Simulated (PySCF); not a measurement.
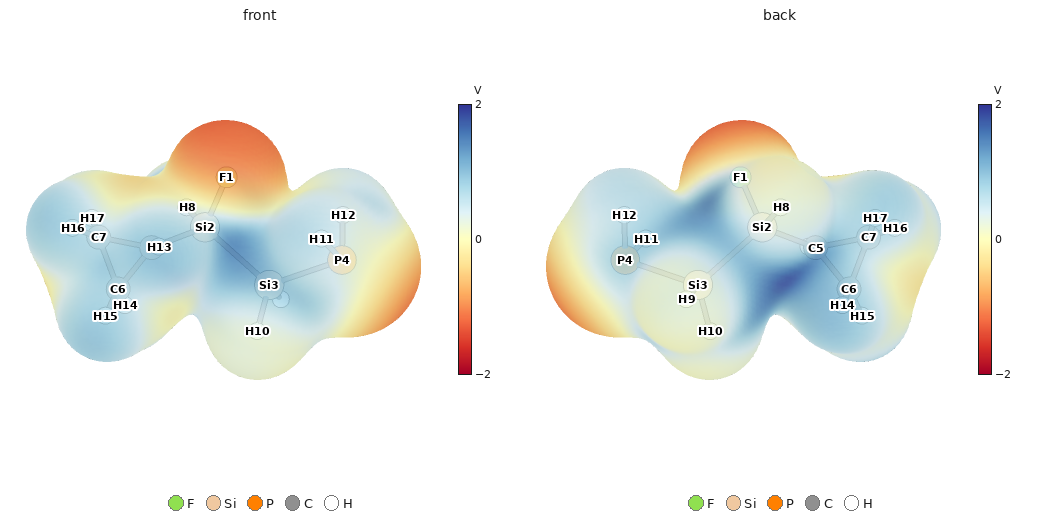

*C₃H₁₀FPSi₂. The electrostatic potential painted on the density surface at 0.002 e/bohr³, seen from the front and from behind; red is negative and blue positive.*

Geometry: GFN2-xTB.

The calculation used PBE0/pcSseg-1, SCF density, gas phase, non-relativistic (PySCF).

```tsv
atom	x (Å)	y (Å)	z (Å)
F	0.6224	2.0812	-0.5325
Si	0.1613	0.5325	-0.7102
Si	2.0050	-0.8055	-0.2504
P	3.8831	0.2819	0.3133
C	-1.2524	0.2925	0.5101
C	-2.0535	-0.9797	0.4816
C	-2.6848	0.2996	0.0496
H	-0.3444	0.5456	-2.0838
H	2.3789	-1.6281	-1.4102
H	1.7594	-1.7364	0.8613
H	3.2631	1.1754	1.1694
H	3.8308	1.1762	-0.7418
H	-1.0899	0.7098	1.4984
H	-1.8179	-1.7128	-0.2758
H	-2.3610	-1.4162	1.4201
H	-3.4237	0.7540	0.6926
H	-2.8834	0.4423	-1.0017
```

Q: Describe the electrostatic potential map.

A: The most negative region (about −1.2 V) lies over F1, the most positive (about +1.7 V) over Si2.
